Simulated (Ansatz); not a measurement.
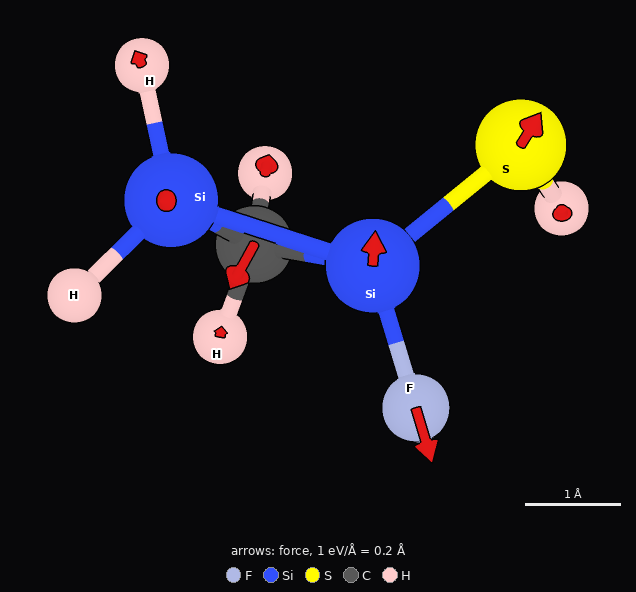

Starting geometry of CH5FSSi2 (coarse preliminary run) with the computed forces as red arrows. The picture is a ball-and-stick view, seen at a tilt.

The start comes from a force field.

Theory: RKS PBE-D4/def2-SVP (Ansatz). Set-up: force threshold 0.03 eV/Å; at most 200 steps.

> What follows when this structure is relaxed?

It isn't relaxed: the largest force vector, on the C atom, is 3.69 eV/Å. The final displacements follow the starting forces only in part (cosine between the two patterns 0.35). An H atom moves most after the best rigid fit: 0.31 Å. By element the largest moves are H 0.31 Å, S 0.26 Å, C 0.26 Å, Si 0.18 Å, F 0.14 Å. Some distances before and after: C–Si 1.807 → 1.959 Å, C–Si 1.785 → 1.882 Å, F–Si 1.565 → 1.644 Å, S–Si 2.076 → 2.137 Å. Bond angles that change, for instance: S–Si–C 105.9° → 118.4°, H–Si–H 121.0° → 113.2°, C–Si–H 110.6° → 117.0°. Over 6 accepted moves (7 points after the start) the energy falls by 0.827 eV. Largest force component: 3.2 eV/Å at the start, 0.016 eV/Å at the end. The line search rejected the trial step at point 5 of the run.
